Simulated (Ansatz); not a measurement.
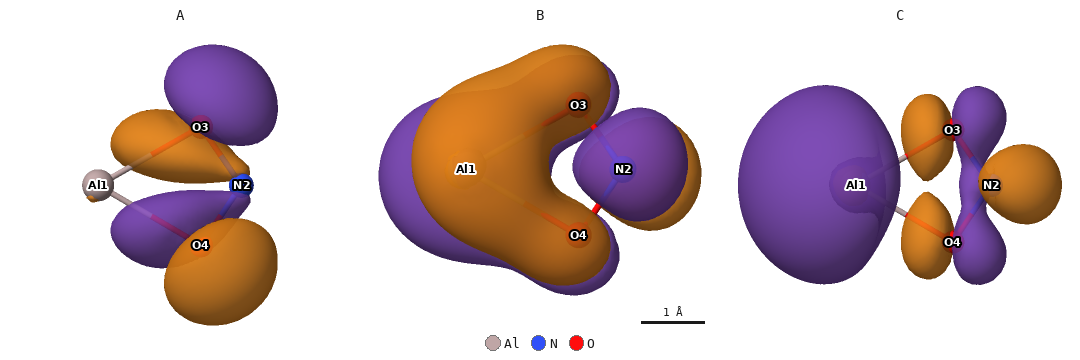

Figure. AlNO$_{2}$ (SMILES N1=[O+][Al-2]=[O+]1). Three frontier orbitals at ±0.08 Å⁻³ᐟ² (orange and purple are the two phases), in no order.

Geometry: PBE-D3(BJ)/def2-SVP.

Theory: Ansatz 0.2.0, isolated molecule in a Gaussian basis; Kohn-Sham density functional theory, functional PBE0.

Input

```
crystal:
  periodic: [false, false, false]
  atoms:
    - {symbol: Al, position_ang: [-0.074863, -0.256777, -1.545152]}
    - {symbol: "N", position_ang: [-0.068531, -2.149107, 0.128301]}
    - {symbol: O, position_ang: [0.910537, -1.354226, -0.048672]}
    - {symbol: O, position_ang: [-0.961505, -1.995304, -0.766498]}
basis:
  gaussian: {orbitals: def2-TZVPD}
hamiltonian: {xc: {name: PBE0}}
output: {forces: true, orbitals: {seedname: orbitals}}
```

Launched as:

```sh
ansatz run input.yaml --threads 1 --pin off --max-ram 2610MiB --events-out events.jsonl --progress --plain --runs-dir runs
```

**Order the three orbitals by energy and name them.**

A is the HOMO−1 (−9.60 eV). By Hirshfeld shares it lies mainly on O4 (about 45 %), O3 (about 45 %) and N2 (about 5 %). C is the HOMO (−6.70 eV). It lies mainly on Al1 (about 70 %), O3 (about 10 %), O4 (about 10 %) and N2 (about 10 %). B is the LUMO (−2.94 eV). By Hirshfeld shares it lies mainly on N2 (about 40 %), Al1 (about 35 %), O3 (about 15 %) and O4 (about 15 %).

**What is the HOMO–LUMO gap?**

3.76 eV between the orbital energies.
